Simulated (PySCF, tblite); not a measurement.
# C₃HCl₃: dynamics, then NMR shifts on frames

How do NMR shifts of C₃HCl₃ (`C#CC(Cl)(Cl)Cl`) change as the atoms move?

Programs: tblite 0.8.0 and PySCF 2.14.0, with density-fitted response routines of our own. Each step states its level of theory. These are calculated values for one molecule in the gas phase, unless marked as measured. Atoms count from 0, in the outputs and in this text.

**1. Starting geometry**

7 atoms, charge 0, multiplicity 1; geometry from: GFN2-xTB.

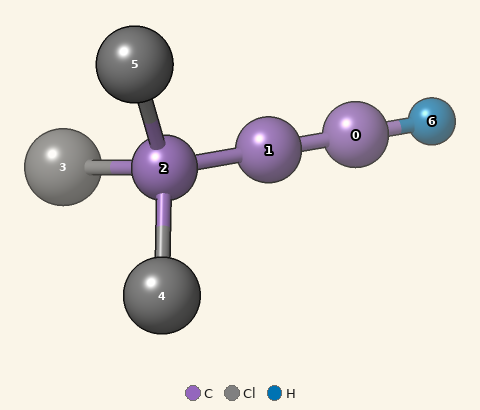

As it starts; carbon purple, chlorine grey, hydrogen blue, atoms numbered.

**2. A short Langevin run with GFN2-xTB**

Job settings and geometry (Å):

```
{"job": {"kind": "md", "xc": "GFN2-xTB", "basis": "xTB", "temperature": 400, "steps": 2000, "every": 50, "frames": 5}, "charge": 0, "multiplicity": 1}
C      0.331215     1.755548     0.071271
C      0.109894     0.579404     0.020828
C     -0.155848    -0.827251    -0.039092
Cl     0.765460    -1.569929    -1.377590
Cl     0.323893    -1.608300     1.493553
Cl    -1.898685    -1.110583    -0.311799
H      0.527406     2.786017     0.115751
```

Method: GFN2-xTB Langevin dynamics, gas phase.

Run with:

```console
> OMP_NUM_THREADS=1 python probes_run.py task.json out
```

The driver reads the jobs from task.json and runs them one after another.

What it wrote:

```text
t/fs     T/K      E/eV
    0.0   323.6   -557.83062
   25.0   293.1   -557.65732
   50.0   360.6   -557.64333
   75.0   429.3   -557.66646
  100.0   530.0   -557.67617
  125.0   445.2   -557.54119
  150.0   538.1   -557.56631
  175.0   306.8   -557.38123
  200.0   376.5   -557.49262
  225.0   247.1   -557.43334
  250.0   459.2   -557.66187
  275.0   471.4   -557.68314
  300.0   564.1   -557.63145
  325.0   359.3   -557.61828
  350.0   197.8   -557.55659
  375.0   407.0   -557.59001
  400.0   700.9   -557.69456
  425.0   450.6   -557.66948
  450.0   390.7   -557.63911
  475.0   532.0   -557.61989
  500.0   504.0   -557.42766
  525.0   556.4   -557.59888
  550.0   582.1   -557.52263
  575.0   424.4   -557.39952
  600.0   430.3   -557.54913
  625.0   431.0   -557.58496
  650.0   633.6   -557.47358
  675.0   367.3   -557.56387
  700.0   399.6   -557.59843
  725.0   193.8   -557.44415
  750.0   421.2   -557.59328
  775.0   303.4   -557.70030
  800.0   344.7   -557.63236
  825.0   343.9   -557.64589
  850.0   390.0   -557.76378
  875.0   221.7   -557.51531
  900.0   311.7   -557.56470
  925.0   553.3   -557.72095
  950.0   386.8   -557.52907
  975.0   484.9   -557.58219
 1000.0   438.2   -557.54412
```

Run time: 8.4 s. Hardware: 1 thread of Intel Xeon 6975P-C, shared host; peak memory 0.18 GiB.

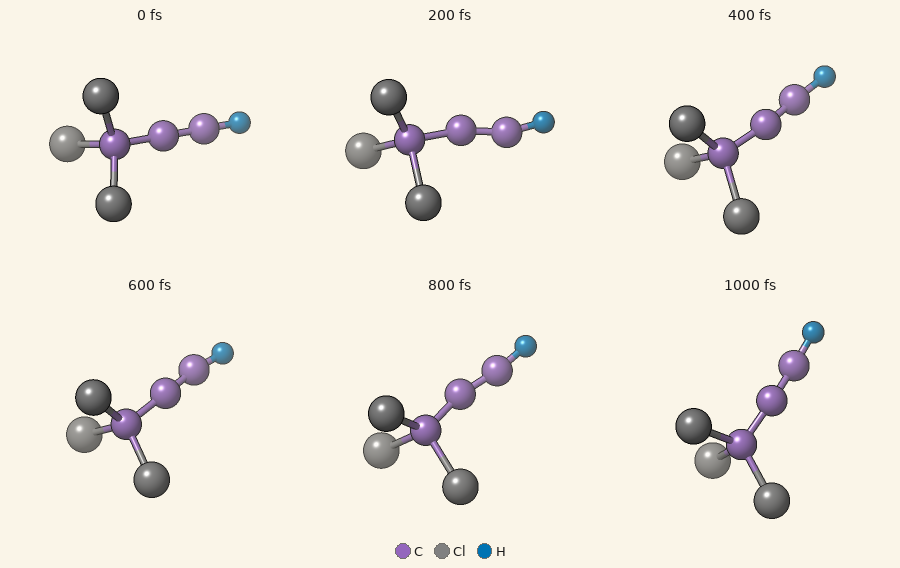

Frames of the run.

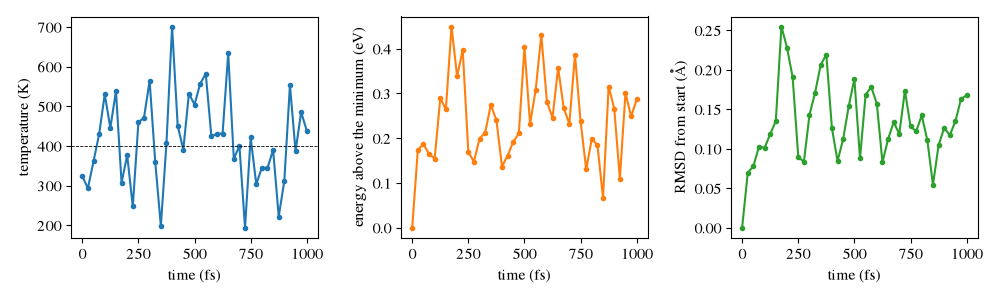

Temperature, potential energy and distance from the start.

Positions (Å) and forces (eV/Å) at 1000 fs:

```xyz
7

C    -2.484    1.349   -1.014   -0.100   -0.800    0.661
C    -2.211    0.374   -0.352    0.548    1.076   -0.749
C    -1.522   -0.764    0.150    0.357   -0.703   -0.715
Cl   -0.001   -1.078   -0.942   -1.076   -0.058    0.100
Cl   -0.763   -0.622    1.702   -0.464    0.059    0.563
Cl   -2.739   -2.121    0.027    0.794    0.255    0.180
H    -2.933    2.158   -1.503   -0.059    0.170   -0.040
```

**3. Shielding tensors: 250 fs, PBE0/pcSseg-1**

Job settings and geometry (Å):

```
{"job": {"kind": "nmr", "xc": "PBE0", "basis": "pcSseg-1", "pop": false}, "charge": 0, "multiplicity": 1}
C     -0.456700     1.683800    -0.053700
C     -0.501100     0.479200    -0.088300
C     -0.486100    -0.960100    -0.108800
Cl     0.544800    -1.587600    -1.395700
Cl     0.099000    -1.456400     1.561300
Cl    -2.236300    -1.507800    -0.397300
H     -0.629100     2.689600    -0.264900
```

Level: GIAO PBE0/pcSseg-1 NMR shielding, non-relativistic, gas phase.

What it wrote:

```text
coarse grid: 8752 points
cycle   1  E = -1494.5986530226  dE =  8.316e-01  |g| = 6.733e-01  |ddm| = 2.950e+00
cycle   2  E = -1494.2835487363  dE =  3.151e-01  |g| = 1.394e+00  |ddm| = 1.806e+00
cycle   3  E = -1494.7061413509  dE = -4.226e-01  |g| = 1.714e-01  |ddm| = 1.165e+00
cycle   4  E = -1494.7106170529  dE = -4.476e-03  |g| = 1.104e-01  |ddm| = 2.025e-01
cycle   5  E = -1494.7134954308  dE = -2.878e-03  |g| = 1.938e-02  |ddm| = 7.897e-02
cycle   6  E = -1494.7135948009  dE = -9.937e-05  |g| = 2.880e-03  |ddm| = 2.663e-02
cycle   7  E = -1494.7135972523  dE = -2.451e-06  |g| = 8.796e-04  |ddm| = 4.948e-03
final grid: 74240 points
cycle   8  E = -1494.7476027862  dE = -2.744e-05  |g| = 5.300e-03  |ddm| = 3.342e-02
cycle   9  E = -1494.7475986245  dE =  4.162e-06  |g| = 6.055e-03  |ddm| = 1.147e-02
cycle  10  E = -1494.7476069851  dE = -8.361e-06  |g| = 2.244e-03  |ddm| = 7.982e-03
cycle  11  E = -1494.7476079425  dE = -9.574e-07  |g| = 7.748e-04  |ddm| = 2.358e-03
cycle  12  E = -1494.7476080917  dE = -1.492e-07  |g| = 1.305e-04  |ddm| = 5.866e-04
cycle  13  E = -1494.7476080958  dE = -4.013e-09  |g| = 2.366e-05  |ddm| = 1.476e-04
cycle  14  E = -1494.7476080959  dE = -1.392e-10  |g| = 4.058e-06  |ddm| = 3.606e-05
converged SCF energy = -1494.7476080959

GIAO shielding tensors (ppm)
atom      isotropic    diamagn.    paramagn.     s11        s22        s33       span
  0 C       92.521     257.816    -165.295     40.604     57.721    179.238    138.634
  1 C       96.936     264.519    -167.583    -15.567     -7.209    313.582    329.148
  2 C       73.383     230.906    -157.523     38.790     87.450     93.910     55.119
  3 Cl     419.982    1143.632    -723.650     85.414    265.898    908.634    823.220
  4 Cl     318.527    1143.595    -825.068    -64.136     61.897    957.820   1021.955
  5 Cl     287.141    1143.763    -856.622   -146.077     43.730    963.770   1109.847
  6 H       28.124      31.121      -2.996     24.407     24.896     35.070     10.662
```

Run time: 9.8 s. Hardware: 1 thread of Intel Xeon 6975P-C, shared host; peak memory 0.61 GiB.

The references, computed at this level on geometries of the same kind, shield at (ppm): ¹H TMS 31.72, ¹³C TMS 186.9, ³⁵Cl HCl 950. Their shielding less the atom's gives the shift. The references are single molecules in the gas phase. Each atom is listed at this fixed geometry, with no averaging over motion; a spectrum would average atoms that exchange fast.

```tsv
atoms	environment	σ (ppm)	δ (ppm)
C2	propargylic fully substituted sp3 carbon bonded to 3 Cl	73.4	113.5
C0	terminal alkyne carbon	92.5	94.4
C1	alkyne carbon	96.9	90.0
H6	hydrogen on a terminal alkyne carbon	28.12	3.59
Cl5	chlorine bonded to C	287	663
Cl4	chlorine bonded to C	319	631
Cl3	chlorine bonded to C	420	530
```

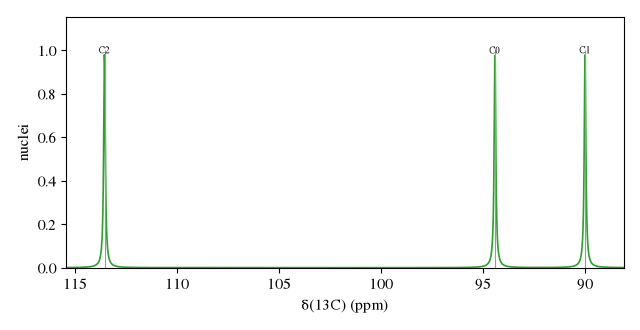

¹³C lines at the computed shifts, without couplings. Lines are broadened to a width of 0.09 ppm (Lorentzian).

Orbitals, density, ELF and potential are computed afterwards from the orbital file.

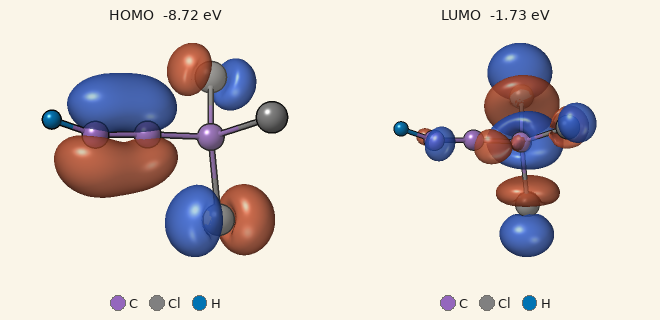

PBE0/pcSseg-1 orbitals near the gap, drawn at the value that encloses 70 % of each; the two colours are the two signs.

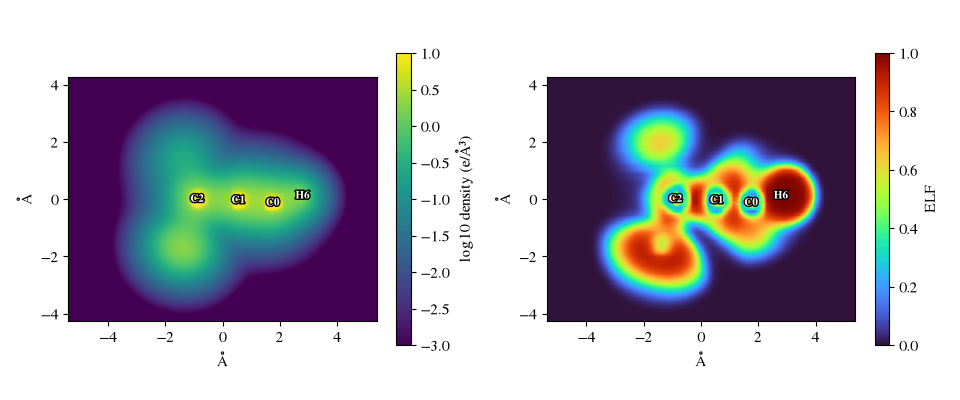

Density (left) and ELF (right) in a plane through or near 4 of the atoms.

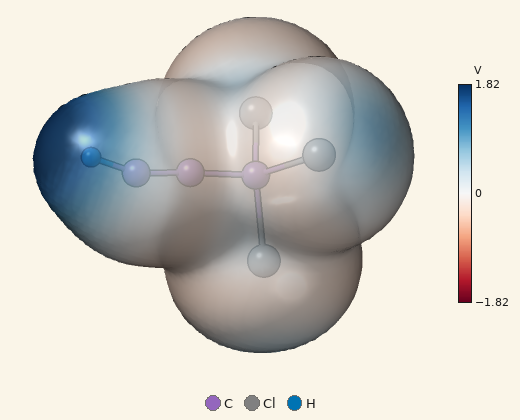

The potential that a unit positive charge feels on the 0.002 e/bohr³ surface, from -0.39 V near Cl5 to 1.82 V near H6.

**4. NMR shieldings: 425 fs, PBE0/pcSseg-1**

Job settings and geometry (Å):

```
{"job": {"kind": "nmr", "xc": "PBE0", "basis": "pcSseg-1", "pop": false}, "charge": 0, "multiplicity": 1}
C     -1.190800     1.453700    -0.787900
C     -1.017100     0.260500    -0.532600
C     -0.829100    -1.125600    -0.208500
Cl     0.353700    -1.868400    -1.276900
Cl    -0.132400    -1.235100     1.427700
Cl    -2.374200    -2.153600    -0.157800
H     -1.299300     2.499200    -0.955400
```

Level: GIAO PBE0/pcSseg-1 NMR shielding, non-relativistic, gas phase.

What it wrote:

```text
coarse grid: 8752 points
cycle   1  E = -1494.6084188846  dE =  8.442e-01  |g| = 6.437e-01  |ddm| = 2.941e+00
cycle   2  E = -1494.3391887346  dE =  2.692e-01  |g| = 1.305e+00  |ddm| = 1.749e+00
cycle   3  E = -1494.7051871796  dE = -3.660e-01  |g| = 1.793e-01  |ddm| = 1.126e+00
cycle   4  E = -1494.7105971575  dE = -5.410e-03  |g| = 1.076e-01  |ddm| = 1.893e-01
cycle   5  E = -1494.7133696802  dE = -2.773e-03  |g| = 1.703e-02  |ddm| = 7.432e-02
cycle   6  E = -1494.7134460705  dE = -7.639e-05  |g| = 2.581e-03  |ddm| = 2.344e-02
cycle   7  E = -1494.7134480241  dE = -1.954e-06  |g| = 9.206e-04  |ddm| = 4.526e-03
final grid: 74240 points
cycle   8  E = -1494.7482860352  dE = -2.695e-05  |g| = 5.238e-03  |ddm| = 3.747e-02
cycle   9  E = -1494.7482829931  dE =  3.042e-06  |g| = 5.584e-03  |ddm| = 1.075e-02
cycle  10  E = -1494.7482903470  dE = -7.354e-06  |g| = 1.921e-03  |ddm| = 7.411e-03
cycle  11  E = -1494.7482910190  dE = -6.720e-07  |g| = 6.848e-04  |ddm| = 2.227e-03
cycle  12  E = -1494.7482911339  dE = -1.149e-07  |g| = 1.437e-04  |ddm| = 5.163e-04
cycle  13  E = -1494.7482911389  dE = -4.975e-09  |g| = 2.356e-05  |ddm| = 1.480e-04
cycle  14  E = -1494.7482911390  dE = -1.351e-10  |g| = 4.322e-06  |ddm| = 3.659e-05
converged SCF energy = -1494.7482911390

GIAO shielding tensors (ppm)
atom      isotropic    diamagn.    paramagn.     s11        s22        s33       span
  0 C       86.707     255.917    -169.210     38.748     45.772    175.600    136.852
  1 C      103.015     260.452    -157.436     -4.063     -2.037    315.146    319.209
  2 C       81.488     231.387    -149.899     57.499     84.869    102.096     44.597
  3 Cl     408.025    1143.648    -735.623     87.137    228.784    908.153    821.016
  4 Cl     342.538    1143.938    -801.400    -26.617    137.933    916.296    942.914
  5 Cl     284.052    1143.439    -859.387   -135.045      9.121    978.080   1113.126
  6 H       27.498      31.268      -3.770     24.012     24.072     34.409     10.397
```

Run time: 7.4 s. Hardware: 1 thread of Intel Xeon 6975P-C, shared host; peak memory 0.63 GiB.

Key values: δ C2 105.4, C0 100.2, C1 83.9, Cl5 666, H6 4.22 ppm.

**5. Shielding tensors: 625 fs, PBE0/pcSseg-1**

Job settings and geometry (Å):

```
{"job": {"kind": "nmr", "xc": "PBE0", "basis": "pcSseg-1", "pop": false}, "charge": 0, "multiplicity": 1}
C     -1.585100     1.565500    -1.270400
C     -1.411300     0.485900    -0.772400
C     -1.170700    -0.851400    -0.471900
Cl     0.017100    -1.559600    -1.596500
Cl    -0.608400    -0.824300     1.258800
Cl    -2.608600    -1.825200    -0.409200
H     -1.809700     2.614100    -1.594500
```

Level: GIAO PBE0/pcSseg-1 NMR shielding, non-relativistic, gas phase.

What it wrote:

```text
coarse grid: 8752 points
cycle   1  E = -1494.6159431516  dE =  9.742e-01  |g| = 6.171e-01  |ddm| = 3.057e+00
cycle   2  E = -1494.4256275836  dE =  1.903e-01  |g| = 1.145e+00  |ddm| = 1.782e+00
cycle   3  E = -1494.7032011389  dE = -2.776e-01  |g| = 1.680e-01  |ddm| = 1.189e+00
cycle   4  E = -1494.7081775481  dE = -4.976e-03  |g| = 9.622e-02  |ddm| = 2.039e-01
cycle   5  E = -1494.7103239690  dE = -2.146e-03  |g| = 1.915e-02  |ddm| = 7.493e-02
cycle   6  E = -1494.7104209611  dE = -9.699e-05  |g| = 2.920e-03  |ddm| = 2.925e-02
cycle   7  E = -1494.7104234616  dE = -2.500e-06  |g| = 8.887e-04  |ddm| = 5.377e-03
final grid: 74240 points
cycle   8  E = -1494.7448802403  dE = -2.541e-05  |g| = 4.937e-03  |ddm| = 2.975e-02
cycle   9  E = -1494.7448778188  dE =  2.421e-06  |g| = 5.067e-03  |ddm| = 1.098e-02
cycle  10  E = -1494.7448836451  dE = -5.826e-06  |g| = 1.809e-03  |ddm| = 7.788e-03
cycle  11  E = -1494.7448842591  dE = -6.139e-07  |g| = 5.881e-04  |ddm| = 2.321e-03
cycle  12  E = -1494.7448843429  dE = -8.381e-08  |g| = 1.151e-04  |ddm| = 4.852e-04
cycle  13  E = -1494.7448843461  dE = -3.188e-09  |g| = 2.138e-05  |ddm| = 1.358e-04
cycle  14  E = -1494.7448843462  dE = -1.146e-10  |g| = 4.011e-06  |ddm| = 3.758e-05
converged SCF energy = -1494.7448843462

GIAO shielding tensors (ppm)
atom      isotropic    diamagn.    paramagn.     s11        s22        s33       span
  0 C       85.554     258.025    -172.470     39.059     47.965    169.639    130.580
  1 C      105.131     259.852    -154.722     -4.067      1.992    317.467    321.534
  2 C       89.876     230.526    -140.650     59.638     97.797    112.192     52.555
  3 Cl     401.846    1143.773    -741.928     89.967    172.965    942.605    852.638
  4 Cl     329.791    1143.395    -813.605    -91.773    121.092    960.053   1051.826
  5 Cl     428.870    1143.678    -714.808     84.166    294.448    907.994    823.828
  6 H       26.206      28.982      -2.776     22.936     23.029     32.653      9.717
```

It took 7.1 s on 1 thread of Intel Xeon 6975P-C, shared host; peak memory 0.66 GiB.

Key values: δ C0 101.4, C2 97.0, C1 81.8, Cl4 620, H6 5.51 ppm.

**6. NMR shieldings: 800 fs, PBE0/pcSseg-1**

Job settings and geometry (Å):

```
{"job": {"kind": "nmr", "xc": "PBE0", "basis": "pcSseg-1", "pop": false}, "charge": 0, "multiplicity": 1}
C     -1.996800     1.643200    -0.961100
C     -1.745100     0.488900    -0.830200
C     -1.482100    -0.802500    -0.268700
Cl    -0.144200    -1.632600    -1.250300
Cl    -0.820800    -0.601100     1.427900
Cl    -2.783300    -2.017800    -0.173500
H     -2.261100     2.605800    -1.209900
```

Level: GIAO PBE0/pcSseg-1 NMR shielding, non-relativistic, gas phase.

What it wrote:

```text
coarse grid: 8752 points
cycle   1  E = -1494.5925289024  dE =  8.677e-01  |g| = 6.799e-01  |ddm| = 2.947e+00
cycle   2  E = -1494.2737741804  dE =  3.188e-01  |g| = 1.407e+00  |ddm| = 2.028e+00
cycle   3  E = -1494.7033926799  dE = -4.296e-01  |g| = 1.646e-01  |ddm| = 1.434e+00
cycle   4  E = -1494.7071293402  dE = -3.737e-03  |g| = 1.130e-01  |ddm| = 2.018e-01
cycle   5  E = -1494.7101442982  dE = -3.015e-03  |g| = 1.958e-02  |ddm| = 8.198e-02
cycle   6  E = -1494.7102448077  dE = -1.005e-04  |g| = 2.797e-03  |ddm| = 3.026e-02
cycle   7  E = -1494.7102470952  dE = -2.287e-06  |g| = 9.525e-04  |ddm| = 5.155e-03
final grid: 74240 points
cycle   8  E = -1494.7446499340  dE = -2.753e-05  |g| = 5.285e-03  |ddm| = 2.685e-02
cycle   9  E = -1494.7446451680  dE =  4.766e-06  |g| = 6.227e-03  |ddm| = 1.226e-02
cycle  10  E = -1494.7446540990  dE = -8.931e-06  |g| = 2.177e-03  |ddm| = 9.064e-03
cycle  11  E = -1494.7446549842  dE = -8.851e-07  |g| = 7.596e-04  |ddm| = 2.520e-03
cycle  12  E = -1494.7446551281  dE = -1.439e-07  |g| = 1.146e-04  |ddm| = 5.743e-04
cycle  13  E = -1494.7446551312  dE = -3.044e-09  |g| = 2.456e-05  |ddm| = 1.377e-04
cycle  14  E = -1494.7446551313  dE = -1.464e-10  |g| = 4.070e-06  |ddm| = 4.136e-05
converged SCF energy = -1494.7446551313

GIAO shielding tensors (ppm)
atom      isotropic    diamagn.    paramagn.     s11        s22        s33       span
  0 C       87.021     253.268    -166.247     37.451     42.353    181.258    143.808
  1 C      102.492     260.403    -157.912     -5.821      3.950    309.346    315.166
  2 C       74.542     236.532    -161.990     48.759     82.747     92.121     43.363
  3 Cl     282.801    1144.244    -861.443   -149.745     35.465    962.684   1112.429
  4 Cl     250.980    1144.944    -893.964   -120.547    -63.511    936.999   1057.546
  5 Cl     375.291    1143.410    -768.119     19.228    195.156    911.491    892.263
  6 H       28.915      31.425      -2.510     25.266     25.399     36.079     10.814
```

Wall time 7 s (1 thread of Intel Xeon 6975P-C, shared host); peak memory 0.63 GiB.

Key values: δ C2 112.4, C0 99.9, C1 84.4, Cl4 699, H6 2.80 ppm.

**7. Shielding tensors: 1000 fs, PBE0/pcSseg-1**

Job settings and geometry (Å):

```
{"job": {"kind": "nmr", "xc": "PBE0", "basis": "pcSseg-1", "pop": false}, "charge": 0, "multiplicity": 1}
C     -2.484300     1.349500    -1.014100
C     -2.211300     0.374300    -0.352400
C     -1.522500    -0.764500     0.149700
Cl    -0.000700    -1.078400    -0.942100
Cl    -0.762700    -0.621500     1.702500
Cl    -2.739100    -2.121400     0.027300
H     -2.933100     2.158400    -1.503400
```

Method: GIAO PBE0/pcSseg-1 NMR shielding, non-relativistic, gas phase.

What it wrote:

```text
coarse grid: 8752 points
cycle   1  E = -1494.5941211295  dE =  8.642e-01  |g| = 6.596e-01  |ddm| = 2.869e+00
cycle   2  E = -1494.2956311591  dE =  2.985e-01  |g| = 1.361e+00  |ddm| = 1.924e+00
cycle   3  E = -1494.6979413575  dE = -4.023e-01  |g| = 1.727e-01  |ddm| = 1.330e+00
cycle   4  E = -1494.7023331163  dE = -4.392e-03  |g| = 1.141e-01  |ddm| = 2.033e-01
cycle   5  E = -1494.7054353542  dE = -3.102e-03  |g| = 1.947e-02  |ddm| = 8.399e-02
cycle   6  E = -1494.7055359429  dE = -1.006e-04  |g| = 2.828e-03  |ddm| = 2.912e-02
cycle   7  E = -1494.7055382824  dE = -2.340e-06  |g| = 9.305e-04  |ddm| = 5.239e-03
final grid: 74240 points
cycle   8  E = -1494.7398382699  dE = -2.726e-05  |g| = 5.306e-03  |ddm| = 2.340e-02
cycle   9  E = -1494.7398339433  dE =  4.327e-06  |g| = 6.106e-03  |ddm| = 1.187e-02
cycle  10  E = -1494.7398426948  dE = -8.751e-06  |g| = 2.090e-03  |ddm| = 8.476e-03
cycle  11  E = -1494.7398434899  dE = -7.951e-07  |g| = 7.739e-04  |ddm| = 2.415e-03
cycle  12  E = -1494.7398436390  dE = -1.491e-07  |g| = 1.353e-04  |ddm| = 6.063e-04
cycle  13  E = -1494.7398436433  dE = -4.342e-09  |g| = 2.421e-05  |ddm| = 1.536e-04
cycle  14  E = -1494.7398436435  dE = -1.498e-10  |g| = 4.171e-06  |ddm| = 4.061e-05
converged SCF energy = -1494.7398436435

GIAO shielding tensors (ppm)
atom      isotropic    diamagn.    paramagn.     s11        s22        s33       span
  0 C       83.129     252.291    -169.162     32.905     48.915    167.568    134.663
  1 C      100.507     267.097    -166.590    -11.242     -1.512    314.276    325.519
  2 C       74.430     235.693    -161.263     35.785     90.150     97.354     61.569
  3 Cl      83.252    1145.488   -1062.236   -488.744   -235.128    973.628   1462.372
  4 Cl     438.352    1144.209    -705.857     87.880    351.032    876.144    788.264
  5 Cl     363.068    1143.825    -780.758     28.819    120.781    939.603    910.785
  6 H       28.081      29.582      -1.501     24.785     24.861     34.596      9.811
```

Run time: 7 s. Hardware: 1 thread of Intel Xeon 6975P-C, shared host; peak memory 0.63 GiB.

This run: δ C2 112.5, C0 103.8, C1 86.4, Cl3 867, H6 3.64 ppm.

**8. Side by side: NMR shifts**

Shifts (ppm) of some atoms, chosen among heavy atoms and hydrogens apart, with basis size and wall time:

```tsv
frame	C2	C0	H6	Cl5	Cl4	Cl3	functions	time
250 fs	113.5	94.4	3.59	663	631	530	128	9.8 s
425 fs	105.4	100.2	4.22	666	607	542	128	7.4 s
625 fs	97.0	101.4	5.51	521	620	548	128	7.1 s
800 fs	112.4	99.9	2.80	574	699	667	128	7 s
1000 fs	112.5	103.8	3.64	587	511	867	128	7 s
```

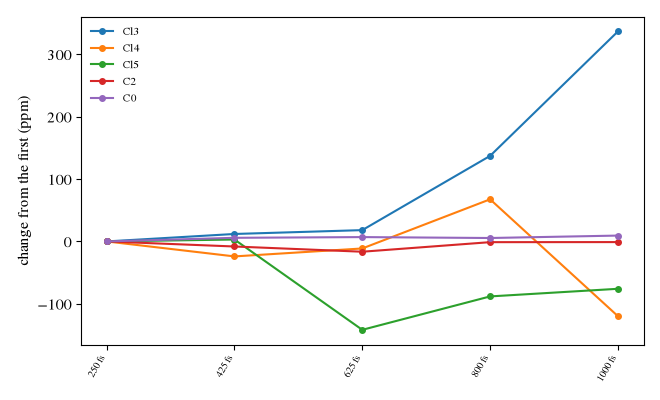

How five of the tabulated atoms move from run to run.

**9. Outcome**

```
                                       quantity                  value
                                     thermostat                  400 K
                  mean temperature, second half                  415 K
        mean potential energy above the minimum                0.26 eV
 ¹³C shifts against TMS (PBE0/pcSseg-1, 250 fs)  113.5, 94.4, 90.0 ppm
  ¹H shifts against TMS (PBE0/pcSseg-1, 250 fs)               3.59 ppm
³⁵Cl shifts against HCl (PBE0/pcSseg-1, 250 fs)      663, 631, 530 ppm
          surface potential, least and greatest     -0.39 V and 1.82 V
                      range of the shift of Cl3         530 to 867 ppm
```

In the second half the potential energy averages 0.26 eV above the minimum; equipartition over 15 harmonic modes at 400 K would give 0.26 eV. With 7 atoms the temperature swings widely (194 to 701 K). C2 stands next to heavy halogen, whose spin-orbit shielding this run leaves out, so the computed shift lies too far downfield, most of all for carbon beside Br or I. Shifts at one fixed geometry are not the observed spectrum, which averages over the motion. In the first frame run (250 fs): The largest span, 1110 ppm, is at Cl5, where the paramagnetic term is -857 ppm. At PBE0/pcSseg-1, counted by nearest atom on the grid, the HOMO lies on C0, C1 about 30 % each; Cl4 24 %, the LUMO on Cl5 33 %; C2 31 %. In ppm, Cl3 moves most: its shift spreads over 337 ppm, from 530 (250 fs) to 867 (1000 fs).
